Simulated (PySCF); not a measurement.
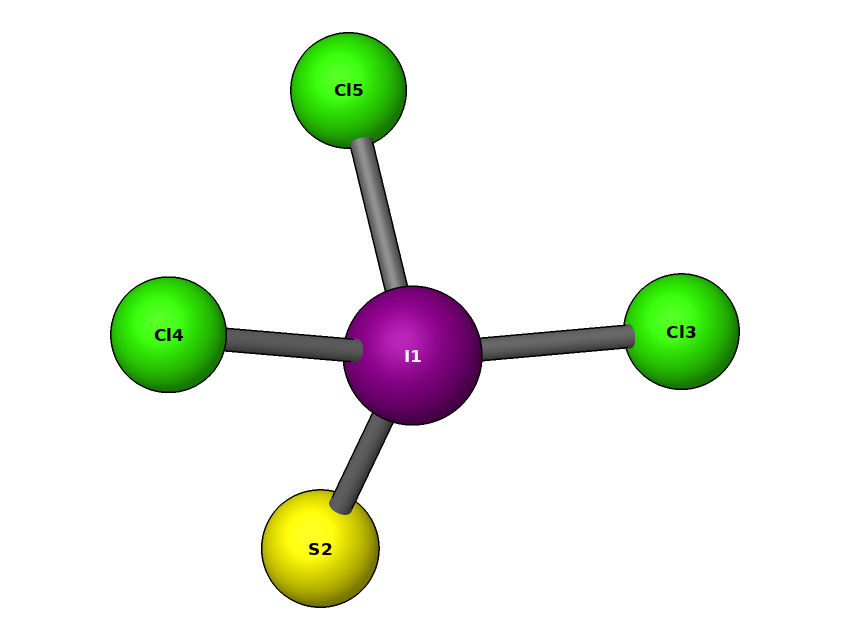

Every bond is drawn as one stick. Computed geometry: PBE0/def2-SVP with core potentials optimisation. Level of theory: PBE0/def2-SVP, core potentials on I (PySCF 2.14.0).

List the Mayer bond orders of I1–S2, I1–Cl3, I1–Cl5 (one bond of each equivalent set).

| bond | Mayer order | length (Å) |
| --- | --- | --- |
| I1–S2 | 1.52 | 2.215 |
| I1–Cl3 | 0.70 | 2.479 |
| I1–Cl5 | 0.72 | 2.430 |
